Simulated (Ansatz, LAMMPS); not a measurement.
# Relaxing a frame of liquid (Cs,Li)(Br,Cl) from 1000 K (118 atoms)

Aim: bring a frame of liquid (Cs,Li)(Br,Cl) from 1000 K (118 atoms) to a nearby minimum of the energy and see what moves.

Method: Kohn-Sham DFT, RPBE, PAW (set soft_2), plane waves, in Ansatz 0.2.0.

**1. Set-up**

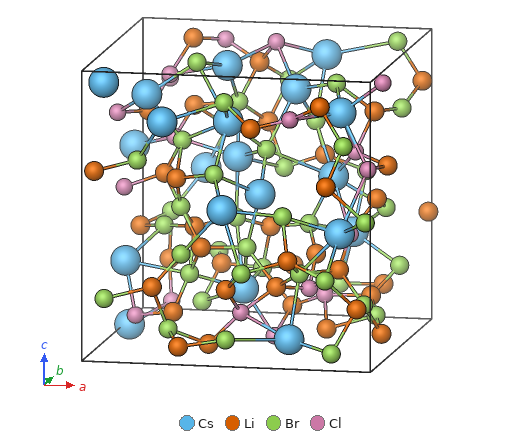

Start, viewed slightly off an axis; caesium blue, lithium orange, bromine green, chlorine pink. Bonds to atoms that aren't drawn are left out.

The cell holds 118 atoms: 20 Cs, 39 Li, 41 Br and 18 Cl. Cell: a = 16.350 Å, b = 16.350 Å, c = 16.350 Å, α = 90.0°, β = 90.0°, γ = 90.0°. 118 atoms (20 Cs, 39 Li, 41 Br, 18 Cl) placed at random at 2.6 g/cm³, melted at 1800 K for 10 ps at fixed volume with the Lennard-Jones and Coulomb ion parameters for SPC/E (Joung and Cheatham, J. Phys. Chem. B 112, 9020 (2008)), full charges. Snapshot at the end of a hold of 20 ps at 1000 K and fixed volume.

Before any run, some limits are plain. The starting topology of bonds comes from the classical model. The ion parameters were fitted for water, not for melts, so the starting structure of this cell may lie well off the real melt's. Sampling is at Γ alone, for a cell whose shortest periodic width is 16 Å. The levels lack spin–orbit coupling, which is large for the heavy elements here.

**2. The classical run that made the cell**

A classical potential supplies the starting structure, since it reaches far longer times than DFT.

This step: classical MD, Lennard-Jones and Coulomb ion parameters for SPC/E (Joung and Cheatham, J. Phys. Chem. B 112, 9020 (2008)), full charges (LAMMPS 22 Jul 2025 - Update 4).

The input, in.lmp:

```
# melt-quench of Cs20Li39Br41Cl18
units metal
atom_style charge
boundary p p p
region box block 0 16.3496 0 16.3496 0 16.3496
create_box 4 box
mass 1 132.9055   # Cs
mass 2 6.9400   # Li
mass 3 79.9040   # Br
mass 4 35.4500   # Cl
create_atoms 1 random 20 19901 NULL overlap 2.2 maxtry 2000
create_atoms 2 random 39 19908 NULL overlap 2.2 maxtry 2000
create_atoms 3 random 41 19915 NULL overlap 2.2 maxtry 2000
create_atoms 4 random 18 19922 NULL overlap 2.2 maxtry 2000
pair_style lj/cut/coul/long 9.0
pair_modify mix arithmetic tail yes
pair_coeff 1 1 0.003897 3.6010   # Cs
pair_coeff 2 2 0.014602 1.4094   # Li
pair_coeff 3 3 0.001169 4.9017   # Br
pair_coeff 4 4 0.000554 4.8305   # Cl
set type 1 charge 1
set type 2 charge 1
set type 3 charge -1
set type 4 charge -1
kspace_style pppm 1.0e-4
neigh_modify delay 0 every 1 check yes
thermo_style custom step time temp pe press density
thermo_modify norm yes
timestep 0.002
thermo 100
min_style cg
minimize 1e-4 1e-4 200 2000
reset_timestep 0
velocity all create 1800 19902 mom yes dist gaussian
# [... 14 lines left out ...]
compute msd all msd com yes
thermo 2500
fix md all nvt temp 1000 1000 0.2
run 10000 post no
print "== T1000: mean square displacement over the hold $(c_msd[4]:%.2f) A^2"
unfix md
uncompute msd
write_dump all custom T1000.dump id type xs ys zs modify sort id
```

Launch:

```bash
lmp -in in.lmp -log none -nocite
```

Numbers of over 12 decimals in the logs are rounded to 6 here.

Output:

```text
LAMMPS (22 Jul 2025 - Update 4)
Created orthogonal box = (0 0 0) to (16.3496 16.3496 16.3496)
Created 20 atoms
Created 39 atoms
Created 41 atoms
Created 18 atoms
PPPM initialization ...
  G vector (1/distance) = 0.31552138
  grid = 12 12 12
  estimated relative force accuracy = 4.8745361e-05
   Step          Time           Temp          PotEng         Press         Density
         0   0              0              3.7002263      893329.43      2.59998
        96   0.192          0             -3.8917715     -3255.1077      2.59998
Loop time of 0.0362698 s on 1 MPI rank(s) for 96 steps with 118 atoms
Minimization stats:
  Stopping criterion = energy tolerance
  Energy initial, next-to-last, final =
      3.70022627126472  -3.89138374428725  -3.89177153145652
  Force two-norm initial, final = 943.45905 0.70349597
  Iterations, force evaluations = 96 111
   Step          Time           Temp          PotEng         Press         Density
[... 8 lines left out ...]
      3332   6.664          1613.2827     -3.6455945      9633.4872      2.59998
      4165   8.33           1788.8103     -3.621426       15189.988      2.59998
      4998   9.996          1879.4608     -3.6556908      9200.0989      2.59998
      5831   11.662         1801.4126     -3.6224147      16172.604      2.59998
[... 1 line left out ...]
Loop time of 1.41375 s on 1 MPI rank(s) for 5000 steps with 118 atoms
   Step          Time           Temp          PotEng         Press         Density
[... 5 lines left out ...]
Loop time of 0.691971 s on 1 MPI rank(s) for 2500 steps with 118 atoms
   Step          Time           Temp          PotEng         Press         Density
[... 2 lines left out ...]
     12500   25             901.98181     -3.8086827      991.0004       2.59998
     15000   30             1101.8718     -3.7858843      436.39966      2.59998
     17500   35             934.21783     -3.7794146     -184.59364      2.59998
     18500   37             1039.0206     -3.798996      -957.6777       2.59998
Loop time of 2.72144 s on 1 MPI rank(s) for 10000 steps with 118 atoms
== T1000: mean square displacement over the hold 28.54 A^2
```

It took 5.2 s on 1 thread of Arm Neoverse V2, shared host; peak memory 0.071 GiB.

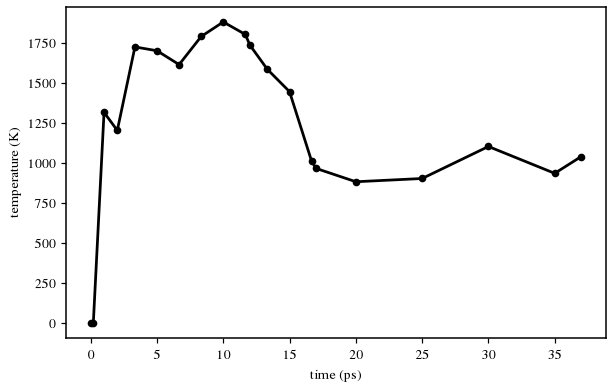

Temperature, plotted against time.

**3. Single point at the start**

A single point comes first, to see the forces before anything moves.

The input, input.yaml:

```yaml
crystal:
  lattice:
    - [16.3496, 0.0, 0.0]
    - [0.0, 16.3496, 0.0]
    - [0.0, 0.0, 16.3496]
  atoms:
    - { symbol: Cs, position: [0.60844, 0.63073, 0.84569] }
    - { symbol: Cs, position: [0.21994, 0.99421, 0.49274] }
    - { symbol: Cs, position: [0.538, 0.37737, 0.52673] }
    - { symbol: Cs, position: [0.68105, 0.17515, 0.06822] }
    - { symbol: Cs, position: [0.01364, 0.8002, 0.59787] }
    - { symbol: Cs, position: [0.76373, 0.83634, 0.32185] }
    - { symbol: Cs, position: [0.37569, 0.6071, 0.92205] }
    - { symbol: Cs, position: [0.40204, 0.65484, 0.60026] }
    - { symbol: Cs, position: [0.4294, 0.36802, 0.77521] }
    - { symbol: Cs, position: [0.26348, 0.07088, 0.82162] }
    - { symbol: Cs, position: [0.44603, 0.54197, 0.16849] }
    - { symbol: Cs, position: [0.84831, 0.21227, 0.43224] }
    - { symbol: Cs, position: [0.14673, 0.37271, 0.8569] }
    - { symbol: Cs, position: [0.82677, 0.33814, 0.82584] }
    - { symbol: Cs, position: [0.47189, 0.06483, 0.52571] }
    - { symbol: Cs, position: [0.73553, 0.64606, 0.54724] }
    - { symbol: Cs, position: [0.05279, 0.46899, 0.26262] }
    - { symbol: Cs, position: [0.66392, 0.87255, 0.92191] }
    - { symbol: Cs, position: [0.02289, 0.67344, 0.00416] }
    - { symbol: Cs, position: [0.05646, 0.0943, 0.9457] }
    - { symbol: Li, position: [0.95759, 0.38133, 0.06114] }
    - { symbol: Li, position: [0.33242, 0.00726, 0.06111] }
    - { symbol: Li, position: [0.22236, 0.09926, 0.24574] }
    - { symbol: Li, position: [0.46945, 0.13888, 0.2382] }
    - { symbol: Li, position: [0.4975, 0.74, 0.34776] }
    - { symbol: Li, position: [0.26094, 0.3159, 0.58229] }
    - { symbol: Li, position: [0.31843, 0.78397, 0.20586] }
    - { symbol: Li, position: [0.17919, 0.51109, 0.5618] }
    - { symbol: Li, position: [0.81152, 0.3758, 0.27732] }
    - { symbol: Li, position: [0.99518, 0.96848, 0.3757] }
    - { symbol: Li, position: [0.57973, 0.70543, 0.08488] }
    - { symbol: Li, position: [0.23612, 0.37973, 0.10932] }
    - { symbol: Li, position: [0.85993, 0.67195, 0.13608] }
    - { symbol: Li, position: [0.43313, 0.86285, 0.88926] }
    - { symbol: Li, position: [0.22202, 0.79357, 0.746] }
    - { symbol: Li, position: [0.60283, 0.33376, 0.21765] }
    - { symbol: Li, position: [0.04501, 0.74562, 0.33275] }
    - { symbol: Li, position: [0.69571, 0.07845, 0.3567] }
    - { symbol: Li, position: [0.38778, 0.24317, 0.02959] }
    - { symbol: Li, position: [0.33794, 0.35588, 0.3392] }
    - { symbol: Li, position: [0.9228, 0.13891, 0.18824] }
    - { symbol: Li, position: [0.69165, 0.56758, 0.29281] }
    - { symbol: Li, position: [0.10139, 0.61686, 0.75473] }
    - { symbol: Li, position: [0.90547, 0.55212, 0.49392] }
    - { symbol: Li, position: [0.21745, 0.79848, 0.97634] }
    - { symbol: Li, position: [0.8906, 0.58237, 0.7884] }
    - { symbol: Li, position: [0.96972, 0.42506, 0.63359] }
    - { symbol: Li, position: [0.99374, 0.87922, 0.84335] }
    - { symbol: Li, position: [0.81086, 0.06638, 0.89473] }
    - { symbol: Li, position: [0.84508, 0.00304, 0.63153] }
    - { symbol: Li, position: [0.45911, 0.8846, 0.6814] }
    - { symbol: Li, position: [0.53952, 0.91455, 0.18423] }
    - { symbol: Li, position: [0.66281, 0.84593, 0.5831] }
    - { symbol: Li, position: [0.27788, 0.53336, 0.3773] }
    - { symbol: Li, position: [0.11133, 0.90659, 0.19136] }
    - { symbol: Li, position: [0.73191, 0.5491, 0.03909] }
    - { symbol: Li, position: [0.56314, 0.10093, 0.80376] }
    - { symbol: Li, position: [0.01702, 0.12341, 0.63332] }
    - { symbol: Li, position: [0.83966, 0.96936, 0.12031] }
    - { symbol: Br, position: [0.51476, 0.96226, 0.81456] }
    - { symbol: Br, position: [0.38249, 0.76018, 0.77053] }
    - { symbol: Br, position: [0.89582, 0.04761, 0.76544] }
    - { symbol: Br, position: [0.54686, 0.02692, 0.3166] }
    - { symbol: Br, position: [0.40866, 0.23204, 0.61643] }
    - { symbol: Br, position: [0.06501, 0.05979, 0.20713] }
    - { symbol: Br, position: [0.26887, 0.69916, 0.08864] }
    - { symbol: Br, position: [0.70434, 0.2347, 0.28481] }
    - { symbol: Br, position: [0.77018, 0.53224, 0.88975] }
    - { symbol: Br, position: [0.90919, 0.87357, 0.9773] }
    - { symbol: Br, position: [0.66729, 0.13312, 0.4989] }
    - { symbol: Br, position: [0.79305, 0.91068, 0.52017] }
    - { symbol: Br, position: [0.9051, 0.70394, 0.43519] }
    - { symbol: Br, position: [0.27887, 0.4471, 0.2305] }
    - { symbol: Br, position: [0.31183, 0.15241, 0.35268] }
    - { symbol: Br, position: [0.6979, 0.92512, 0.12516] }
    - { symbol: Br, position: [0.31946, 0.37652, 0.97344] }
    - { symbol: Br, position: [0.4513, 0.19379, 0.87285] }
    - { symbol: Br, position: [0.49394, 0.01811, 0.08879] }
    [... 34 atom lines left out ...]
    - { symbol: Cl, position: [0.54884, 0.5578, 0.00636] }
    - { symbol: Cl, position: [0.50969, 0.77553, 0.9779] }
    - { symbol: Cl, position: [0.8259, 0.49091, 0.3792] }
    - { symbol: Cl, position: [0.01926, 0.49478, 0.76739] }
    - { symbol: Cl, position: [0.69212, 0.13553, 0.83336] }
    - { symbol: Cl, position: [0.12423, 0.88266, 0.05034] }
kpoints:
  mp_grid: { grid: [1, 1, 1] }
hamiltonian:
  xc: rpbe
scf:
  occupations: { method: fixed }
output:
  forces: true
  stress: true
  populations: intrinsic
  dos:
    method: { smearing: { sigma: 0.1 } }
    de: 0.1
    projected: { site_lists: { Br: [Br], Cl: [Cl], Cs: [Cs], Li: [Li] } }
  eigenvalues: true
```

Launch:

```bash
ansatz run input.yaml --threads 4 --pin off --max-ram 8192MiB --backend cpu --events-out ev --progress --plain --runs-dir out
```

Output:

```text
Engine: ansatz 0.2.0, aarch64-unknown-linux-gnu
Pseudopotentials: kind: paw
Pseudopotential: Cs, paw, valence charge 9, recommended cutoff 420 eV (normal), Cs.paw.azcp
Pseudopotential: Li, paw, valence charge 3, recommended cutoff 420 eV (normal), Li.paw.azcp
Pseudopotential: Br, paw, valence charge 7, recommended cutoff 420 eV (normal), Br.paw.azcp
Pseudopotential: Cl, paw, valence charge 7, recommended cutoff 420 eV (normal), Cl.paw.azcp
[... 5 lines on functional and potentials left out ...]
Crystal: 118 atoms, lattice volume = 4370.402 Å³
Basis set: ecut = 420 eV, 85471 PW (Γ), exchange–correlation on 240×240×240 points (8 copies of the dense FFT grid, shifted against one another)
Bands: 473, of which v1, the nominal top of the filled ones, is band 355 counted from 1 (354 counted from 0)
Symmetry: 1 space group operations
Space group: P1 (ITA 1), of the structure as read, at distance tolerance 1.6e-4 Å
k-points: 1
[... 12 lines on functional and potentials left out ...]
Initial density: superposition of atomic densities (neutral atoms: chi_scale 0, normalization atom), corrected by the library's trained network
Initial wavefunctions: pseudopotential atomic-orbital guess
Functional: x = rpbe, c = pbe(β = 0.066725)
SCF iter   1: F=—  HF=-255674.946395 eV  |F-HF|=—  |Δ(HF+E_count)|=         —  Δρ=1.84e-3  dr2=2.36e-1  ethr=1.77e-3  ⟨swp⟩=5.0  Hψ=1726  notcnv=0  defer=112
preconditioner: auto → Resta (q_TF=auto, 2.015 Å⁻¹)  ε∞=2.5  [insulator: Δε(μ)=3.445 eV  Ē_g=11.053 eV  n_scr=618 (ndim 8)  ℏωp=13.7 eV  f_vac=0.160  ε∞_Penn≈2.5]
SCF iter   2: F=—  HF=-255674.852382 eV  |F-HF|=—  |Δ(HF+E_count)|=   9.40e-2  Δρ=9.55e-4  dr2=5.80e-2  ethr=3.33e-5  ⟨swp⟩=4.0  Hψ=844  notcnv=0  defer=116
SCF iter   3: F=—  HF=-255674.847113 eV  |F-HF|=—  |Δ(HF+E_count)|=   5.27e-3  Δρ=2.10e-4  dr2=3.09e-3  ethr=8.17e-6  ⟨swp⟩=4.0  Hψ=540  notcnv=0  defer=116
SCF iter   4: F=—  HF=-255674.848192 eV  |F-HF|=—  |Δ(HF+E_count)|=   1.08e-3  Δρ=5.16e-5  dr2=1.87e-4  ethr=4.35e-7  ⟨swp⟩=3.0  Hψ=659  notcnv=0  defer=116
SCF iter   5: F=—  HF=-255674.848339 eV  |F-HF|=—  |Δ(HF+E_count)|=   1.47e-4  Δρ=1.54e-5  dr2=1.37e-5  ethr=2.64e-8  ⟨swp⟩=2.0  Hψ=679  notcnv=0  defer=116
SCF iter   6: F=—  HF=-255674.848395 eV  |F-HF|=—  |Δ(HF+E_count)|=   5.59e-5  Δρ=3.88e-6  dr2=1.03e-6  ethr=1.93e-9  ⟨swp⟩=2.0  Hψ=829  notcnv=0  defer=116
SCF iter   7: F=-255674.848397 eV  HF=-255674.848397 eV  |F-HF|=7.75e-8  |Δ(HF+E_count)|=   2.07e-6  Δρ=1.08e-6  dr2=9.07e-8  ethr=1.41e-11  ⟨swp⟩=25.0  Hψ=3854  notcnv=0
SCF 1 converged in 7 iterations: F = -255674.848397 eV  dr2 = 9.07e-8
  greatest PAW one-centre occupation: 1.000 electrons in one spin orbital (limit 2), on the Li atom at site 23 (counted from 0), in its partial waves of l = 0
SCF converged after 7 iterations
Free energy (F): -255674.848397 eV
Harris-Foulkes:  -255674.848397 eV  (|F-HF|=7.75e-8)
Internal energy: -255674.848397 eV  (E = F + TS)
E sigma→0 (E₀):  -255674.848397 eV
Fermi energy:    0.799884 eV
--- Per-component energies (eV) ---
  E_band       = -6776.403849
  E_kinetic    = 12096.810918
  E_local      = -31943.618710  (includes V_loc(G=0)·N_el)
  E_nonlocal   = 2651.726977
  E_hartree    = 10637.176099
  E_xc         = -16769.613207
  E_vxc        = -9554.735222  (∫ρ·V_xc dr)
  E_paw        = -206623.201216  (= ΣΔE_a)
  E_vpaw       = -1300.936732  (= ΣTr[D̂ρ^β])
  E_aug_tail   = 0.002068  (compensation charges beyond the density's cutoff)
  E_ewald      = -25719.883454
  E_core_change = -4.247870  (= ΣΔE_core)
  E_smearing   = -0.000000  (= −TS)
  E_closure    = -0.000000  (closes the sum)
  Σ components = -255674.848397   (vs F -255674.848397, Δ=0.00e0)
--- Forces (eV/Å), atoms counted from 1 ---
  atom   1  Cs    -0.38761966     0.07732373    -0.73472061
  atom   2  Cs     0.04456875     0.51259268    -0.00800642
  atom   3  Cs     0.40166266    -0.66917347    -0.14056664
  atom   4  Cs    -1.42373198     0.46504962     0.13823292
  atom   5  Cs     0.03586593     0.18486724    -0.40207960
  atom   6  Cs     0.11503554     0.37833603    -0.18606003
  atom   7  Cs    -0.58213817     0.01647507    -0.06866485
  atom   8  Cs    -0.55180105     0.35459361    -0.34408392
  atom   9  Cs     0.07172253     0.27576338     0.07776118
  atom  10  Cs     0.47661454     0.07007403    -0.27805750
  atom  11  Cs     0.04054050    -0.07319118     0.41564634
  atom  12  Cs     0.46212783     0.36688154     0.64525258
  atom  13  Cs    -0.10491747    -0.14915497    -0.01451124
  atom  14  Cs    -0.15870037    -0.22827348    -0.51125083
[...]
atom 117  Cl     0.39340227    -0.06440809     0.36331742
  atom 118  Cl    -0.29996022    -0.18084727     0.15855849
  max |Σ_I F_I| component: 7.19e-5 eV/Å
--- Stress (GPa, compression-positive) ---
        0.978441      -0.026580       0.024764
       -0.026579       0.495705      -0.309455
        0.024764      -0.309455       0.791430
  P = ⅓ Tr σ = 0.7552 GPa (7.552 kbar)
--- Band table (eV) ---
  k-point 0: bands = ["-45.5596", "-45.3051", "-45.2521", "-45.2392", [... 457 levels ...], "7.5821", "7.6039", "7.6154", "7.6275", "7.6326", "7.6767", "7.6916", "7.6960", "7.7229", "7.7270", "7.7526", "7.7870"]
--- intrinsic populations: 118 sites ---
  site symbol       q [e]
     0     Cs      8.1855
     1     Cs      8.1738
     2     Cs      8.1716
[...]
117     Cl      7.7764
  spilling = -0.000000 (of n_electrons = 710.000000)
```

Run time: 79 s. Hardware: 4 threads of Arm Neoverse V2, shared host; peak memory 5.6 GiB.

The column dr2 measures how far the density is from self-consistency, as an energy; F and HF (Harris–Foulkes) agree once it is small.

Numbers from this run:

```yaml
free_energy: -255674.8484 eV
free_energy_per_atom: -2166.7360 eV/atom
scf_cycles: 7
pressure: 0.7552 GPa
r_m_s_force_component: 0.3237 eV/Å
longest_force: 1.504 eV/Å
fermi_energy: 0.7999 eV
spacing_of_highest_filled_and_lowest_empty_level: 3.467 eV
```

The r.m.s. force component of 0.32 eV/Å and the pressure of 0.76 GPa set the starting point.

Length of the force by element:

| element | coordination | atoms | mean length of the force (eV/Å) | spread | least | most |
| --- | --- | --- | --- | --- | --- | --- |
| Br | all | 41 | 0.556 | 0.270 | 0.144 | 1.39 |
| Cl | all | 18 | 0.454 | 0.188 | 0.160 | 0.759 |
| Cs | all | 20 | 0.617 | 0.273 | 0.183 | 1.50 |
| Li | all | 39 | 0.429 | 0.141 | 0.154 | 0.694 |

(Continued in part 2 of 3.)

[Logs are printed without paths, hosts, clocks, repeated set-up lines and the standing remarks that a program may print on its own settings, such as how far it seeks lower states.]

[Hosts, paths, dates, database ids (printed as entryN), source tags and the programs' standing remarks are cut or masked in the printed files.]
